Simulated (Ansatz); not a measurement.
Mg (hcp, Mg type)

```yaml
crystal:
  lattice:
    - [3.18616, 0.00000, 0.00000]
    - [-1.59308, 2.75930, 0.00000]
    - [0.00000, 0.00000, 10.44698]
  atoms:
    - { symbol: Mg, position: [0.33333, 0.66667, 0.37500] }
    - { symbol: Mg, position: [0.33333, 0.66667, 0.87500] }
    - { symbol: Mg, position: [0.66667, 0.33333, 0.12500] }
    - { symbol: Mg, position: [0.66667, 0.33333, 0.62500] }
```

A phonon eigenvector at A = (0.0, 0.0, 0.5) is frozen into this cell: atom i moves by Q times the vector below, so Q is the largest atomic displacement, in Å. The cell is held. It is one choice among 2 degenerate patterns. (q is in reciprocal vectors of the primitive cell; the cell shown is doubled to hold the pattern.)

```csv
atom,x,y,z
Mg1,0.000,0.000,1.000
Mg2,0.000,0.000,-1.000
```

Atoms not listed stay in place.

Calculation: PBE (plane waves to 420 eV, PAW, scalar-relativistic; Ansatz, a quantum-chemistry and plane-wave program). k mesh 17×17×5 (Γ-centred), Fermi-Dirac smearing 0.05 eV. The energy includes the smearing's −TS. With partly filled bands, energies and forces of such displacements shift with the k mesh and the smearing. Mg was relaxed with its symmetry unable to fall. The PAW data are Ansatz's earlier set. ΔE is measured from the undisplaced structure.

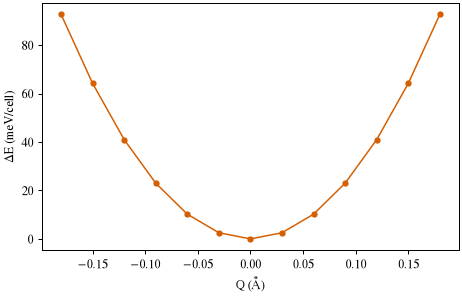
*ΔE (meV/cell) against Q (Å); computed points joined by lines.*

Q: What is the energy change at Q = 0.180 Å?

A: About 93 meV/cell.

Q: What harmonic wavenumber does the curvature at Q = 0 give?

A: About 180 cm⁻¹.

(For displaced atoms, the force is minus the slope of the energy, and its curvature is a force constant, which sets phonon frequencies.)
